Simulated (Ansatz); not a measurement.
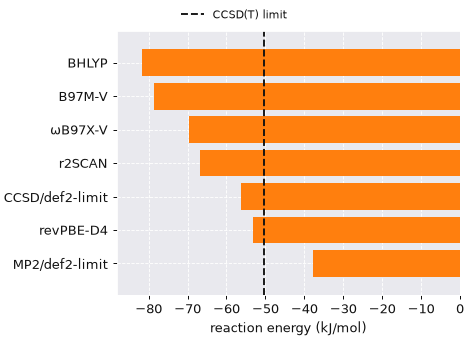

Electronic reaction energy of BSiNH₄Te ([TeH]B1N[SiH2]1) + HF (F) → BSiNH₃F (FB1N[SiH2]1) + H₂Te ([TeH2]) (SMILES in brackets) at several levels (functionals in def2-TZVPP unless a basis is named), isolated molecules at PBE0-D4 triple-zeta geometries, minima by their frequencies, no zero-point or thermal terms, the Ansatz code 0.2.0. The line is frozen-core CCSD(T) at the basis limit (MP2 extrapolated from triple and quadruple zeta, plus CCSD(T) less MP2 in a smaller set). No dispersion term is added to BHLYP and r2SCAN. Core potentials past Kr. The limit lies 7.4 kJ/mol from CCSD(T)/def2-TZVPP, so the line itself is uncertain by a part of that.

Which level comes closest to the line (CCSD(T) limit), and which misses most?

Answer. Closest revPBE-D4 (−53.2 kJ/mol), against −50.5 kJ/mol; farthest BHLYP (−81.7 kJ/mol).

Give the values.

Answer.
| level | kJ/mol | less CCSD(T) limit |
| --- | --- | --- |
| BHLYP | −81.7 | −31.3 |
| B97M-V | −78.6 | −28.1 |
| ωB97X-V | −69.7 | −19.2 |
| r2SCAN | −66.7 | −16.2 |
| CCSD/def2-limit | −56.2 | −5.7 |
| revPBE-D4 | −53.2 | −2.7 |
| MP2/def2-limit | −37.7 | 12.8 |
| CCSD(T) limit | −50.5 | 0.0 |

Note: outer-core shells are correlated without core-valence functions, which makes the correlated values less sure; spin-orbit coupling is left out, and with Te it can shift these values.
